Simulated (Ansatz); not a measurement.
## Electronic structure of Ge₃H₁₀N···GeH₃···H···F in real space

Input file:

```
crystal:
  periodic: [false, false, false]
  atoms:
    - {symbol: Ge, position_ang: [-0.544110, 0.061217, -1.439393]}
    - {symbol: Ge, position_ang: [-0.006344, -0.022713, 2.283391]}
    - {symbol: Ge, position_ang: [1.341426, -1.460676, -1.298361]}
    - {symbol: Ge, position_ang: [-2.637920, -0.581503, -0.393223]}
    - {symbol: H, position_ang: [-0.786351, 0.467098, -2.914821]}
    - {symbol: H, position_ang: [1.091104, 1.589101, -0.249418]}
    - {symbol: N, position_ang: [0.018944, 1.767745, -0.699391]}
    - {symbol: H, position_ang: [1.798252, 0.601040, 1.504629]}
    - {symbol: F, position_ang: [2.158646, 1.222298, 0.272541]}
    - {symbol: H, position_ang: [1.776592, 0.222253, 2.296327]}
    - {symbol: H, position_ang: [0.408855, -1.483781, 2.708078]}
    - {symbol: H, position_ang: [0.117355, 0.605625, 3.725525]}
    - {symbol: H, position_ang: [0.905067, -2.715531, -2.080503]}
    - {symbol: H, position_ang: [2.558827, -0.834953, -1.985174]}
    - {symbol: H, position_ang: [1.638997, -1.845664, 0.150962]}
    - {symbol: H, position_ang: [-3.210111, 0.626881, 0.362985]}
    - {symbol: H, position_ang: [-3.631398, -0.990002, -1.500244]}
    - {symbol: H, position_ang: [-2.428637, -1.762665, 0.558812]}
    - {symbol: H, position_ang: [-0.576911, 2.020692, 0.083819]}
    - {symbol: H, position_ang: [0.007818, 2.513537, -1.386541]}
basis:
  gaussian: {orbitals: def2-TZVPP}
hamiltonian: {xc: pbe0, dispersion: d4}
output: {orbitals: {seedname: orbitals}}
```

Command:

```sh
ansatz run in.yaml --threads 11 --pin off --events-out ev --progress --plain --max-ram 120832MiB --backend cuda --devices 0, --max-vram 75GiB
```

A transition-state structure; geometry: PBE0-D4/def2-TZVP.

These are results of Ansatz 0.2.0, RKS PBE0-D4/def2-TZVPP, not measurements.

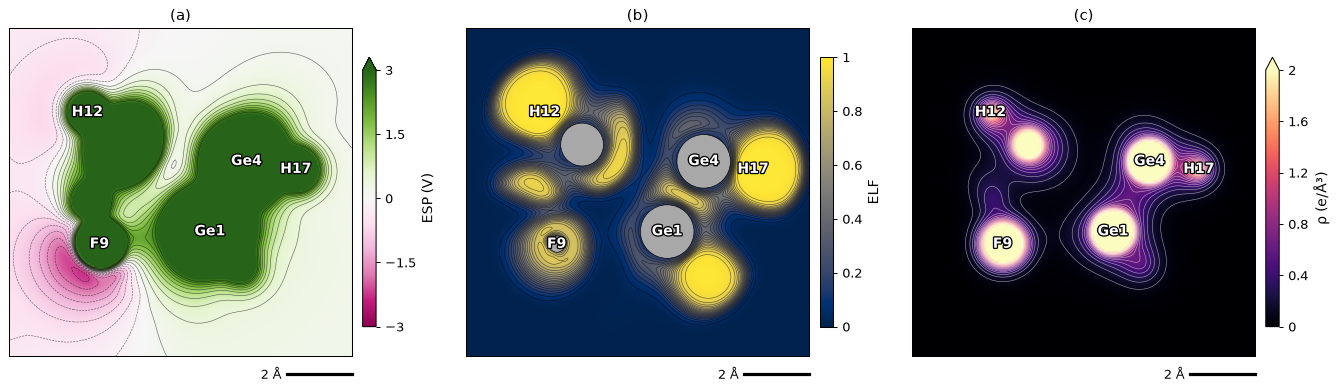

Figure 1. (a) molecular electrostatic potential; (b) ELF; (c) total electron density on the plane of atoms Ge1, Ge4 and H17. Grey discs cover the atomic cores in the ELF map.

Read the bonding off the picture.

Answer. The section cuts through Ge, F and H sites.
Ge–Ge (2.43 Å): ρ at the midpoint is about 0.59 e/Å³; the ELF peaks at about 0.90 between the atoms, as expected for localised, covalent bonding.
Ge–H (1.54 Å): ρ is about 1 e/Å³ halfway; the ELF climbs to about 1 towards the hydrogen.
Outside the dense part of the complex the potential is most negative (−2.3 V) near F9.

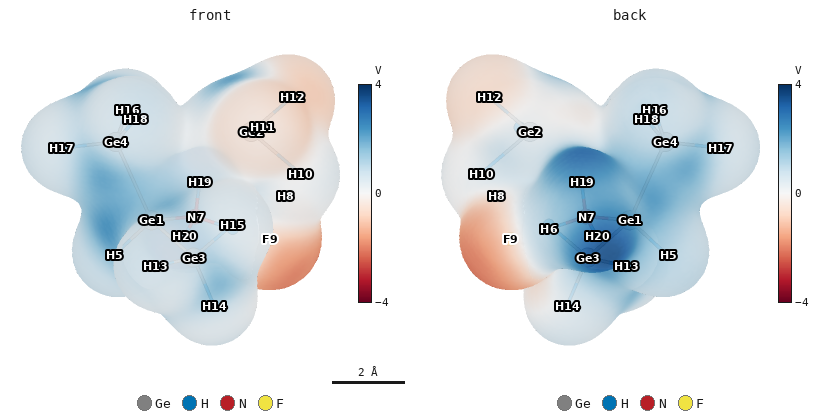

Figure 2. The electrostatic potential painted on the density surface at 0.004 e/bohr³, seen from the front and from behind; the colour scale runs from red (negative) to blue (positive).

Which sites attract a positive test charge, and which a negative one?

Answer. A positive charge is drawn to the negative regions and a negative charge to the positive ones. The most negative region (about −2.0 V, or −46 kcal/mol for a unit charge) lies over F9, the most positive (about +3.4 V, or +78 kcal/mol for a unit charge) over H20.

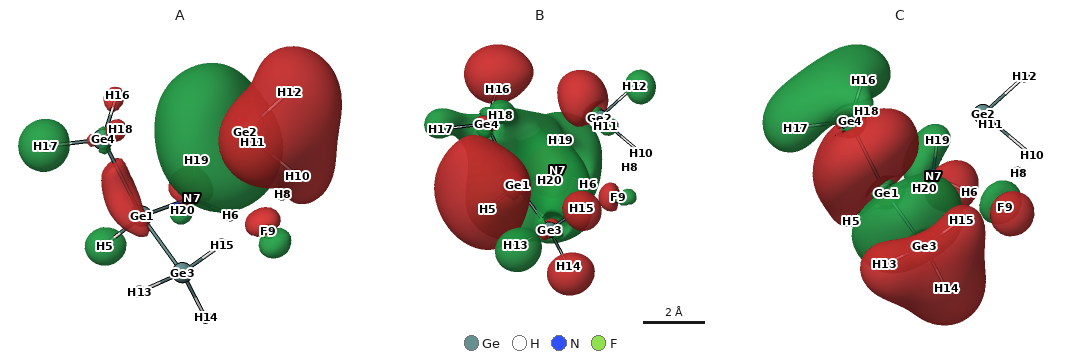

Figure 3. Three frontier orbitals at ±0.05 Å⁻³ᐟ² (green and red are the two phases), in no order.

Which picture is the HOMO−1, the HOMO and the LUMO?

Answer. C is the HOMO−1 (−8.05 eV). By Hirshfeld shares it lies mainly on Ge1 (about 30 %), Ge3 (about 25 %) and Ge4 (about 20 %). A is the HOMO (−6.18 eV). It lies mainly on Ge2 (about 65 %), H12 (about 10 %) and H11 (about 10 %). B is the LUMO (−0.84 eV). By Hirshfeld shares it lies mainly on Ge1 (about 35 %), Ge4 (about 15 %), Ge3 (about 10 %), N7 (about 10 %) and H20 (about 5 %).

What is the HOMO–LUMO gap?

Answer. 5.34 eV between the orbital energies.
